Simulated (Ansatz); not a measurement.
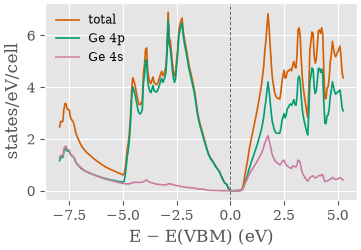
*Total and projected density of states of Ge in space group P6_3/mmc (No. 194; Ge on 4e, Ge on 4f), plane-wave PAW r²SCAN+D4 (Ansatz code)*

### Question
Which orbitals carry the states next to the gap?

### Answer
Top 1 eV of the valence band: Ge 4p 98 %. Bottom 1 eV of the conduction band: Ge 4p 55 %, Ge 4s 39 %, outside the projected shells 6 %. Projections are on Löwdin-orthogonalised atomic valence shells; empty p or d shells of many metals are not among them.

### Question
Where is the tallest occupied peak in this window, and what makes it?

### Answer
Near -2.9 eV, about 6.9 states/eV per cell; the largest projected share is Ge 4p.

The workflow started from a Materials Project entry (that database holds measured and hypothetical structures alike); the Crystallography Open Database copy checked does not list it. It is not the phase usual at ambient conditions (space group No. 227). The r²SCAN+D4 relaxation kept the symmetry of its start; whether a distortion lowers the energy is not shown. Spin–orbit coupling is left out wherever it is not named.

Potentials: the later of the program's two PAW sets.
